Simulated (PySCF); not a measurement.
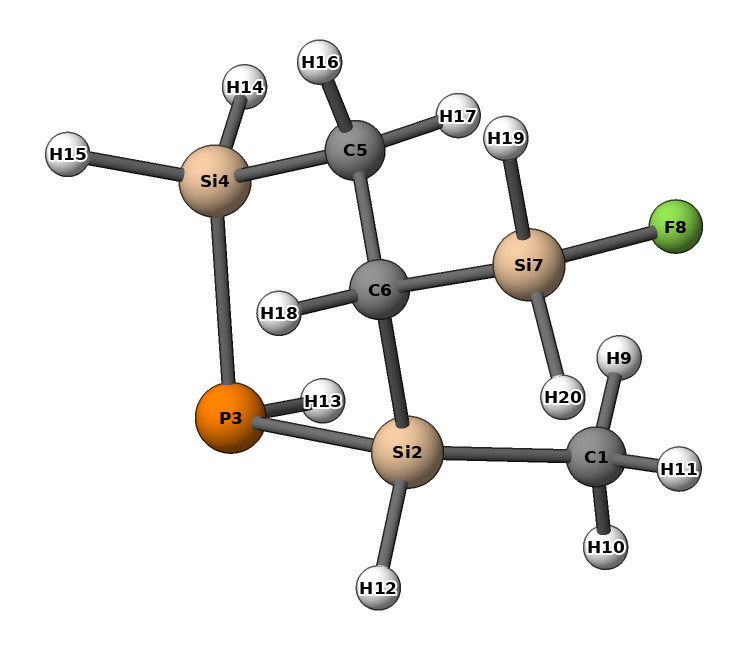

The questions are on Mulliken charges. The computed structure is the end point of a GFN2-xTB optimisation. No frequency run is at hand to confirm it as a minimum. Properties computed with PBE0/pcSseg-1, gas phase (PySCF 2.14.0).

List the Mulliken charges.

```csv
atom,value (e)
C1,−0.60
Si2,0.62
P3,−0.38
Si4,0.50
C5,−0.49
C6,−0.85
Si7,0.97
F8,−0.44
H9,0.15
H10,0.15
H11,0.16
H12,−0.03
H13,0.08
H14,−0.05
H15,−0.04
H16,0.16
H17,0.16
H18,0.18
H19,−0.11
H20,−0.12
```

Mulliken values depend strongly on the basis set and can even reverse the polarity of a bond. The geometry is semi-empirical. Around P, Si such bond lengths and angles can be off by a tenth of an ångström or more and by several degrees, and values that hang on the shape move with them.
